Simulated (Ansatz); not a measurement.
The reference is PbTe in the rock salt structure (space group Fm-3m, No. 225; a = 6.534 Å).

Now apply this change: an isotropic linear strain of +1.50 %, atoms relaxed at fixed cell.

All numbers come from r2SCAN (Ansatz, a quantum-chemistry and plane-wave program), spin-orbit coupling left out.

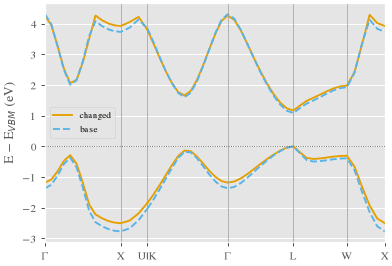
Fig. 1. Highest valence and lowest conduction band along the path, each from its own valence-band maximum

Task: From the figure, how large is the changed gap, and is it direct?

Result: About 1.2 eV, direct at L.

With Pb and Te present, leaving out spin-orbit coupling can change the band edges. Stability against distortions was not tested.
